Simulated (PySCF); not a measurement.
Molecule: C₂H₄F₃GeNO, SMILES N[C](=O)[GeH2][C](F)(F)F, singlet.

```xyz
12

N      1.7756     0.6347     0.3280
C      1.4308    -0.6445     0.0626
O      2.1947    -1.5840     0.0879
Ge    -0.4791    -0.9836    -0.4173
C     -1.5911     0.6066     0.0895
F     -0.9951     1.7464    -0.3419
F     -2.8191     0.5905    -0.4301
F     -1.7170     0.7243     1.4165
H      2.7460     0.8420     0.5416
H      1.1153     1.3955     0.2354
H     -0.6162    -1.1649    -1.9337
H     -1.0020    -2.1968     0.3534
```

Simulated rotational absorption lines between 2 and 8 GHz at 1.5 K: rigid rotor with the equilibrium constants and dipole of one optimised conformer (PBE0-D3(BJ)/def2-SVP, PySCF 2.14.0), commonest isotopes; no centrifugal distortion, hyperfine structure, internal rotation or nuclear-spin weights; lines within 1 MHz of each other are summed. Lines of different type are drawn apart.

**What are the rotational constants, and what kind of rotor is it?**

Rotational constants A, B, C = 2.452, 1.000, 0.8256 GHz; Ray's κ = −0.79, an asymmetric top on the prolate side.

**Which dipole components drive the lines?**

|μa|, |μb|, |μc| = 0.70, 1.43, 0.81 D; b-type lines carry 70 % of the intensity in this range.

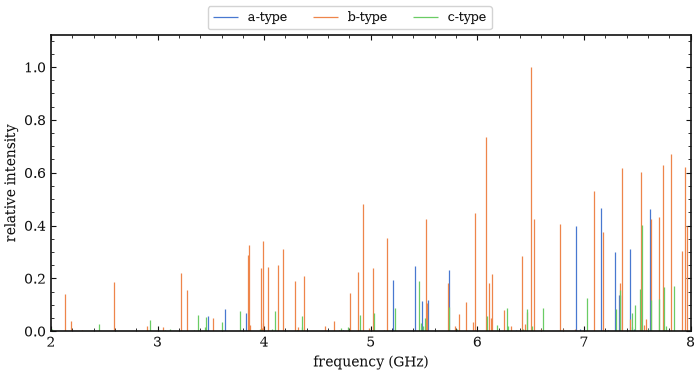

Known limits of this run: coarse grid, loose stop and no frequency check, small forces are noise and the end may be a saddle.
